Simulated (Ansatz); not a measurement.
Electronic density of states of amorphous Al28O45Y2, density 3.27 g/cm³, on a 2×2×2 Γ-centred mesh with a Gaussian width of 0.1 eV; energies count from the Fermi level, whose place inside the gap is arbitrary. Cell and mesh are small, so fine structure isn't converged. Computed with PBE, scalar-relativistic without spin-orbit coupling (plane waves to 420 eV, PAW; Ansatz, a quantum-chemistry and plane-wave program). Sampling: a 2×2×2 Γ-centred mesh; Fermi-Dirac width 0.02 eV; no spin polarisation. At PBE the levels at the filled edge of the gap are localised (band-tail or defect states), and the nearest spread-out levels lie 4.2 eV apart at the zone centre.

Preparation: random packing, a CHGNet melt and quench, and a DFT relaxation. O atoms were pushed apart under 1.9 Å during the dynamics, to hinder bonds among them. The hot cell started wider than the set density and was brought back towards it in steps. It is the lowest in DFT energy of 2 quenches. It is a model cell: composition and starting density were chosen by hand, and all elements were melted together. No dispersion term was used. Its density started from a set value of 3.27 and ended at 3.27 g/cm³. Cooling (nominally 280 K/ps over its main leg) ran many orders faster than in experiment, which tends to leave more defects and strain. One small periodic cell is one sample of the glass; other quenches scatter about these values. The volume was held where the preparation left it, at a PBE pressure of 1.5 GPa. Stress components on the final sampling reach 2.5 GPa.

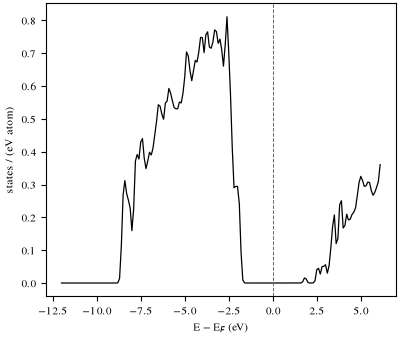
Fig. 1. Density of states per atom

The level gap on this mesh is 3.70 eV; the broadening fills part of it in the curve.
